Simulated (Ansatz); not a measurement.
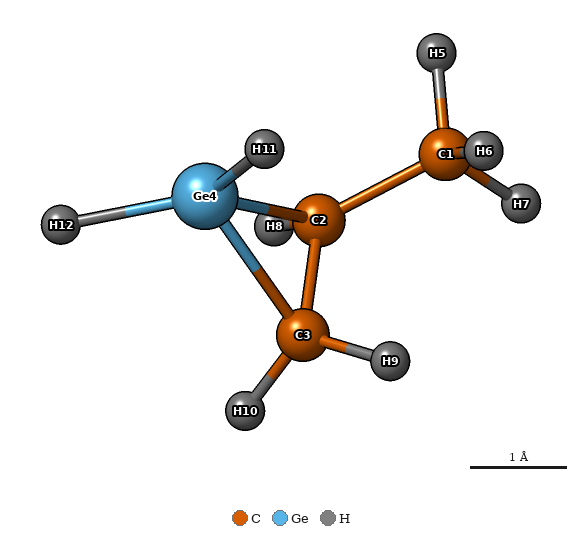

The structure as given in the input (ball-and-stick view, seen at a tilt; atoms are numbered from 1 in the order of the input). Sticks mark near contacts. Bond lengths as drawn: C–C 1.44 to 1.50 Å, C–Ge 1.94 to 1.99 Å, C–H 1.06 to 1.17 Å and Ge–H 1.54 to 1.55 Å.

**Geometry relaxation of C₃H₈Ge**

The run: geometry relaxation of C₃H₈Ge. Method and program: RKS PBE-D4/def2-SVP (Ansatz 0.2.0).

The geometry: force-field start. Figures and captions count atoms from 1; the log counts them from 0 in places.

## What the program printed
```
Functional definition: PBE
  name "PBE"
  cite "Perdew, Burke & Ernzerhof, Phys. Rev. Lett. 77, 3865 (1996) doi:10.1103/PhysRevLett.77.3865"
  parent pbe
  parameter kappa = 0.804
  parameter beta = 0.06672455060314922
  exchange = pbe_x(kappa = kappa, mu = beta*pi^2/3)
  correlation = pbe_c(beta = beta)
1289 factors; their error is unknown
mean field evaluation 1: about -59718.9349 eV, gradient 8.0e1 eV
mean field evaluation 2: about -59597.5969 eV, gradient 1.9e2 eV
mean field evaluation 4: about -59734.2547 eV, gradient 1.9e1 eV
mean field evaluation 8: about -59735.2759 eV, gradient 2.9e-1 eV
mean field evaluation 16: about -59735.2041 eV, gradient 2.2e-3 eV
mean field -59735.20409550 eV, -2195.2282605342 hartree, gradient 2.4e-5 eV, S^2 0.000000; 0 other end points of the search recorded, 0 dependent functions left out
the calculation of the forces begins
reference -59735.20413050 eV, -2195.2282618201 hartree; 29, 29 occupied and 85, 85 virtual orbitals, 1289 factors
relax step   1: F+E_penalty+E_count = -59735.43875847 eV  Δ(F+E_penalty+E_count) = +0.000e0 eV  max|allowed force component| = 3.563e0 eV/Å  Δτ_max = 0.0000 Å  (30 SCF iters, accepted)
these checks for a lower state are left out or cut short: starts, cluster_reference, orbital_swaps, neighbouring_geometries, increment
1289 factors; their error is unknown
mean field -59735.67191666 eV, -2195.2454526447 hartree, gradient 7.4e-6 eV, S^2 0.000000; 0 other end points of the search recorded, 0 dependent functions left out
the calculation of the forces begins
reference -59735.67195227 eV, -2195.2454539531 hartree; 29, 29 occupied and 85, 85 virtual orbitals, 1289 factors
relax step   2: F+E_penalty+E_count = -59735.90212503 eV  Δ(F+E_penalty+E_count) = -4.634e-1 eV  max|allowed force component| = 1.288e0 eV/Å  Δτ_max = 0.1284 Å  (30 SCF iters, accepted)
these checks for a lower state are left out or cut short: starts, cluster_reference, orbital_swaps, neighbouring_geometries, increment
1289 factors; their error is unknown
mean field evaluation 32: about -59735.7228 eV, gradient 1.8e-3 eV
mean field -59735.72282035 eV, -2195.2473233206 hartree, gradient 7.7e-6 eV, S^2 0.000000; 0 other end points of the search recorded, 0 dependent functions left out
the calculation of the forces begins
reference -59735.72285602 eV, -2195.2473246316 hartree; 29, 29 occupied and 85, 85 virtual orbitals, 1289 factors
relax step   3: F+E_penalty+E_count = -59735.95214343 eV  Δ(F+E_penalty+E_count) = -5.002e-2 eV  max|allowed force component| = 2.704e-1 eV/Å  Δτ_max = 0.0655 Å  (32 SCF iters, accepted)
these checks for a lower state are left out or cut short: starts, cluster_reference, orbital_swaps, neighbouring_geometries, increment
1289 factors; their error is unknown
mean field -59735.73006825 eV, -2195.2475896759 hartree, gradient 8.2e-6 eV, S^2 0.000000; 0 other end points of the search recorded, 0 dependent functions left out
the calculation of the forces begins
reference -59735.73010361 eV, -2195.2475909756 hartree; 29, 29 occupied and 85, 85 virtual orbitals, 1289 factors
relax step   4: F+E_penalty+E_count = -59735.95922523 eV  Δ(F+E_penalty+E_count) = -7.082e-3 eV  max|allowed force component| = 2.254e-1 eV/Å  Δτ_max = 0.0555 Å  (31 SCF iters, accepted)
these checks for a lower state are left out or cut short: starts, cluster_reference, orbital_swaps, neighbouring_geometries, increment
1289 factors; their error is unknown
mean field -59735.73358241 eV, -2195.2477188191 hartree, gradient 8.2e-6 eV, S^2 0.000000; 0 other end points of the search recorded, 0 dependent functions left out
the calculation of the forces begins
reference -59735.73361790 eV, -2195.2477201234 hartree; 29, 29 occupied and 85, 85 virtual orbitals, 1289 factors
relax step   5: F+E_penalty+E_count = -59735.96250735 eV  Δ(F+E_penalty+E_count) = -3.282e-3 eV  max|allowed force component| = 6.331e-2 eV/Å  Δτ_max = 0.0333 Å  (32 SCF iters, accepted)
these checks for a lower state are left out or cut short: starts, cluster_reference, orbital_swaps, neighbouring_geometries, increment
1289 factors; their error is unknown
mean field -59735.73408439 eV, -2195.2477372665 hartree, gradient 8.2e-6 eV, S^2 0.000000; 0 other end points of the search recorded, 0 dependent functions left out
the calculation of the forces begins
reference -59735.73411991 eV, -2195.2477385720 hartree; 29, 29 occupied and 85, 85 virtual orbitals, 1289 factors
relax step   6: F+E_penalty+E_count = -59735.96294370 eV  Δ(F+E_penalty+E_count) = -4.363e-4 eV  max|allowed force component| = 2.970e-2 eV/Å  Δτ_max = 0.0099 Å  (33 SCF iters, accepted)
1289 factors; their error is unknown
mean field evaluation 64: about -59735.8069 eV, gradient 3.4e-1 eV
```

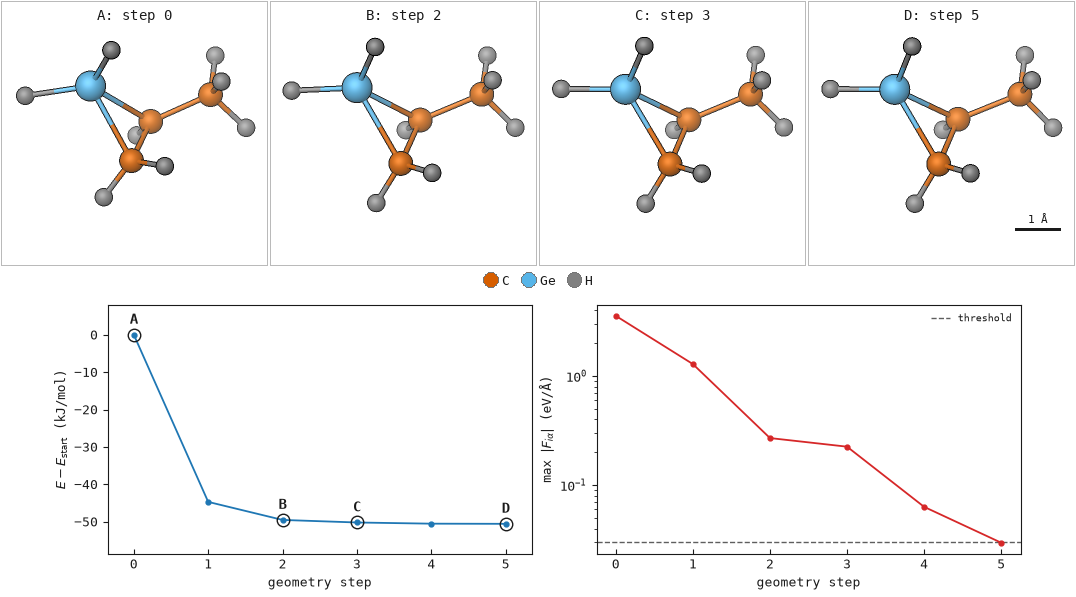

Frames of the relaxation (ball-and-stick view, seen at a tilt) above the curves, on which the letters mark them (the first geometry is step 0 here and step 1 in the log).

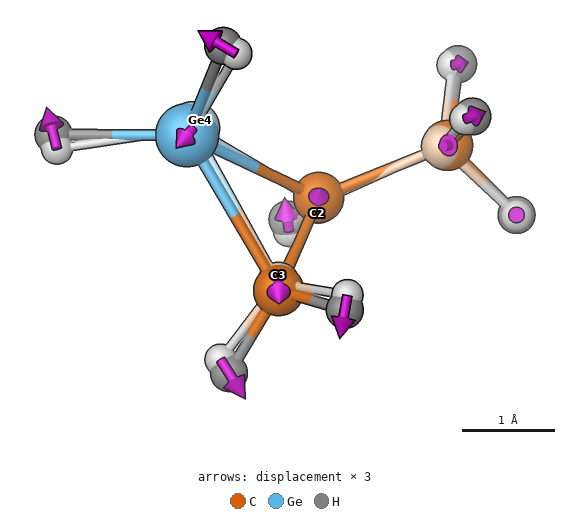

Start (faint) and end (solid) with the displacements as pink arrows, magnified 3 times (ball-and-stick view, seen at a tilt). The two geometries are laid on each other by the best rigid fit. After 5 geometry steps the energy has fallen by 50.6 kJ/mol. The largest force component goes from 3.6 to 0.03 eV/Å. The atom that moves furthest after the best rigid fit is H10 (0.18 Å). Largest moves by element: H 0.18 Å, C 0.12 Å, Ge 0.11 Å. Distances before and after: C2–C3 1.442 → 1.533 Å, C3–H9 1.174 → 1.104 Å, C1–H6 1.063 → 1.110 Å, C1–H7 1.155 → 1.113 Å. Among the angles that change: C1–C2–Ge4 111.4° → 121.3°, C3–Ge4–H12 108.5° → 117.8°, C1–C2–H8 121.3° → 113.9°. (Atoms are counted from 1 in the order of the input.)

```
mean field -59735.73408439 eV, -2195.2477372665 hartree, gradient 1.7e-5 eV, S^2 0.000000; 1 other end points of the search recorded, 0 dependent functions left out
the calculation of the forces begins
reference -59735.73411991 eV, -2195.2477385720 hartree; 29, 29 occupied and 85, 85 virtual orbitals, 1289 factors
Total energy: -59735.96297923 eV, -2195.2561489966 hartree
Atom 0 at    -0.693817     1.220381     0.699761 Å, force    -0.005364    -0.010459     0.005554 eV/Å
Atom 1 at    -0.443029     0.165357    -0.358815 Å, force     0.018485     0.029698    -0.001891 eV/Å
Atom 2 at     0.995225    -0.083985    -0.828074 Å, force    -0.007180     0.012101     0.001291 eV/Å
Atom 3 at     0.224679    -1.628085     0.118269 Å, force     0.001341    -0.026837     0.003770 eV/Å
Atom 4 at    -1.714859     1.140549     1.124420 Å, force     0.001258     0.004401     0.000484 eV/Å
Atom 5 at     0.023462     1.135602     1.543101 Å, force    -0.002614     0.001268    -0.005290 eV/Å
Atom 6 at    -0.579180     2.244593     0.278406 Å, force    -0.000688    -0.004069    -0.002283 eV/Å
Atom 7 at    -1.192691     0.157947    -1.171041 Å, force     0.001215    -0.004544    -0.004919 eV/Å
Atom 8 at     1.790912     0.478291    -0.308526 Å, force    -0.012212    -0.004396     0.002861 eV/Å
Atom 9 at     1.172497    -0.176890    -1.912613 Å, force     0.003823    -0.003260     0.001320 eV/Å
Atom 10 at     0.681579    -1.859197     1.567985 Å, force     0.008117     0.000594    -0.008145 eV/Å
Atom 11 at    -0.187679    -2.849562    -0.718873 Å, force    -0.006181     0.005504     0.007247 eV/Å
Dipole moment:    -0.033135     0.061877    -0.011407 e Å
```

## Trajectory as extended XYZ (Å, eV, eV/Å), 6 frames, from step=1 to step=6
```
12
Properties=species:S:1:pos:R:3:forces:R:3 step=1 energy=-59735.43876
C    -0.6150    1.1569    0.7113   -3.2033   1.9242  -1.7052
C    -0.4846    0.1957   -0.4370   -0.4764  -0.0524   1.3746
C     0.8762   -0.0963   -0.8131    3.5632   0.8517   0.8831
Ge    0.1381   -1.5863    0.1774   -0.5343  -0.9043  -0.1825
H    -1.6803    1.0821    1.1069    0.8829   0.1824   0.0622
H     0.0789    1.0655    1.5114    1.0969  -0.4517   1.0632
H    -0.5280    2.2341    0.3049    0.0531  -0.9082   0.4694
H    -1.1680    0.2289   -1.2833   -0.7581   0.1329  -0.0013
H     1.6977    0.4475   -0.1745   -1.0815  -0.7036  -1.5136
H     1.0663   -0.3063   -1.8547    0.5600   0.0672  -0.7053
H     0.7556   -1.7063    1.5797   -0.1272  -0.0777  -0.0436
H    -0.0598   -2.7705   -0.7950    0.0246  -0.0604   0.2991
12
Properties=species:S:1:pos:R:3:forces:R:3 step=2 energy=-59735.90213
C    -0.6723    1.2113    0.7075   -0.7600   0.5707  -0.5377
C    -0.4488    0.1927   -0.3929   -0.7214  -0.0961   0.4066
C     0.9481   -0.0923   -0.8215    1.2877   0.2449   0.2927
Ge    0.1510   -1.6289    0.1329    0.0350   0.0020  -0.0212
H    -1.7062    1.1560    1.1311    0.3112  -0.0506  -0.0873
H     0.0407    1.1010    1.5299    0.3226  -0.1102   0.3729
H    -0.5468    2.2605    0.3108    0.0069  -0.4002   0.1106
H    -1.2082    0.1808   -1.1924   -0.0770   0.1039  -0.0160
H     1.7540    0.4802   -0.2852   -0.3896  -0.3489  -0.4013
H     1.1468   -0.2516   -1.8876    0.0706   0.0764  -0.2176
H     0.6853   -1.8003    1.5622   -0.0194  -0.0531   0.0189
H    -0.0666   -2.8645   -0.7609   -0.0667   0.0609   0.0793
12
Properties=species:S:1:pos:R:3:forces:R:3 step=3 energy=-59735.95214
C    -0.6916    1.2175    0.6995    0.0894   0.0265   0.0128
C    -0.4471    0.1809   -0.3772   -0.2704  -0.0675   0.1664
C     0.9782   -0.0848   -0.8230    0.0988  -0.2095  -0.1964
Ge    0.1781   -1.6299    0.1355    0.1120   0.1608  -0.1454
H    -1.7122    1.1509    1.1219   -0.0480  -0.0264   0.0179
H     0.0292    1.1073    1.5377   -0.0353   0.0235  -0.0001
H    -0.5587    2.2447    0.2930    0.0060   0.0271  -0.0080
H    -1.2091    0.1832   -1.1790    0.0628  -0.0200  -0.0235
H     1.7768    0.4693   -0.3088    0.0758   0.0848   0.0922
H     1.1666   -0.1943   -1.9062   -0.0208  -0.0169   0.0621
H     0.6912   -1.8353    1.5708   -0.0259  -0.0067  -0.0111
H    -0.1244   -2.8646   -0.7302   -0.0443   0.0241   0.0331
12
Properties=species:S:1:pos:R:3:forces:R:3 step=4 energy=-59735.95922
C    -0.6903    1.2113    0.7009    0.0749   0.0050  -0.0195
C    -0.4404    0.1703   -0.3722   -0.2015  -0.0740   0.1422
C     0.9902   -0.0762   -0.8294    0.0760  -0.1608  -0.1514
Ge    0.2256   -1.6328    0.1176   -0.0123   0.2254  -0.0492
H    -1.7080    1.1326    1.1295   -0.0423  -0.0135   0.0065
H     0.0328    1.1174    1.5384   -0.0128  -0.0018   0.0027
H    -0.5714    2.2379    0.2885   -0.0098   0.0339  -0.0022
H    -1.2001    0.1675   -1.1760    0.0536  -0.0093  -0.0178
H     1.7832    0.4874   -0.3144    0.0673   0.0503   0.0626
H     1.1751   -0.1809   -1.9128   -0.0069   0.0010   0.0342
H     0.6571   -1.8324    1.5773    0.0240  -0.0253   0.0147
H    -0.1768   -2.8572   -0.7135   -0.0102  -0.0307  -0.0230
12
Properties=species:S:1:pos:R:3:forces:R:3 step=5 energy=-59735.96251
C    -0.6948    1.2171    0.7002    0.0379  -0.0112  -0.0013
C    -0.4442    0.1674   -0.3648   -0.0068   0.0106   0.0633
C     0.9936   -0.0806   -0.8282    0.0261  -0.0413  -0.0516
Ge    0.2271   -1.6281    0.1176   -0.0223   0.0442  -0.0002
H    -1.7152    1.1378    1.1253   -0.0121  -0.0007  -0.0010
H     0.0235    1.1269    1.5427   -0.0143   0.0006  -0.0133
H    -0.5766    2.2431    0.2844   -0.0074   0.0046  -0.0041
H    -1.1946    0.1660   -1.1765    0.0112  -0.0225  -0.0061
H     1.7891    0.4829   -0.3110   -0.0025   0.0053   0.0171
H     1.1770   -0.1853   -1.9110   -0.0113   0.0194   0.0056
H     0.6829   -1.8515    1.5683   -0.0014  -0.0018   0.0008
H    -0.1907   -2.8506   -0.7131    0.0029  -0.0072  -0.0092
12
Properties=species:S:1:pos:R:3:forces:R:3 step=6 energy=-59735.96294
C    -0.6938    1.2204    0.6998   -0.0054  -0.0105   0.0056
C    -0.4430    0.1654   -0.3588    0.0185   0.0297  -0.0019
C     0.9952   -0.0840   -0.8281   -0.0072   0.0121   0.0013
Ge    0.2247   -1.6281    0.1183    0.0013  -0.0268   0.0038
H    -1.7149    1.1405    1.1244    0.0013   0.0044   0.0005
H     0.0235    1.1356    1.5431   -0.0026   0.0013  -0.0053
H    -0.5792    2.2446    0.2784   -0.0007  -0.0041  -0.0023
H    -1.1927    0.1579   -1.1710    0.0012  -0.0045  -0.0049
H     1.7909    0.4783   -0.3085   -0.0122  -0.0044   0.0029
H     1.1725   -0.1769   -1.9126    0.0038  -0.0033   0.0013
H     0.6816   -1.8592    1.5680    0.0081   0.0006  -0.0081
H    -0.1877   -2.8496   -0.7189   -0.0062   0.0055   0.0072
```

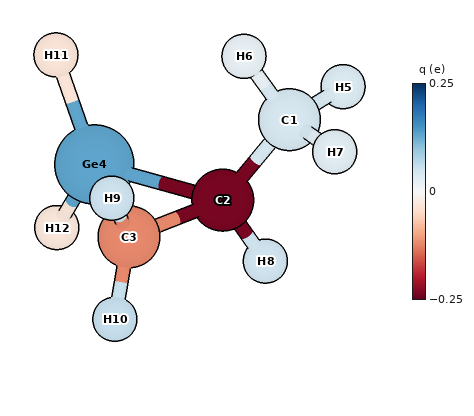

Mulliken charges, as the colour of each atom (ball-and-stick view, seen at an oblique angle; atoms are numbered from 1 in the order of the input). By element: C −0.24 to +0.04, Ge +0.13 and H −0.03 to +0.06 e.

This output came from the following input.

## Input file
```yaml
crystal:
  periodic: [false, false, false]
  atoms:
    - {symbol: C, position_ang: [-0.615000, 1.156900, 0.711300]}
    - {symbol: C, position_ang: [-0.484600, 0.195700, -0.437000]}
    - {symbol: C, position_ang: [0.876200, -0.096300, -0.813100]}
    - {symbol: Ge, position_ang: [0.138100, -1.586300, 0.177400]}
    - {symbol: H, position_ang: [-1.680300, 1.082100, 1.106900]}
    - {symbol: H, position_ang: [0.078900, 1.065500, 1.511400]}
    - {symbol: H, position_ang: [-0.528000, 2.234100, 0.304900]}
    - {symbol: H, position_ang: [-1.168000, 0.228900, -1.283300]}
    - {symbol: H, position_ang: [1.697700, 0.447500, -0.174500]}
    - {symbol: H, position_ang: [1.066300, -0.306300, -1.854700]}
    - {symbol: H, position_ang: [0.755600, -1.706300, 1.579700]}
    - {symbol: H, position_ang: [-0.059800, -2.770500, -0.795000]}
basis:
  gaussian: {orbitals: def2-SVP}
hamiltonian: {xc: pbe, dispersion: d4}
relax: {f_tol: 0.03, max_steps: 200}
```

Launched with:
```bash
ansatz run in.yaml --threads 4 --pin off --events-out ev --progress --plain --max-ram 10444MiB
```

## Key numbers

- outcome: converged
- total energy: −59735.9630 eV
- mean-field energy: −59735.7341 eV
- dispersion energy: −0.2289 eV
- SCF solution under orbital rotations: stable
- largest force (length of the vector) at the end: 0.035 eV/Å
- dipole moment: 0.34 D
- hardware: 4 threads of Arm Neoverse V1, 23 GiB of memory available, shared host
- wall time: 9 s (CPU time 33 s)
- peak memory: 0.16 GiB
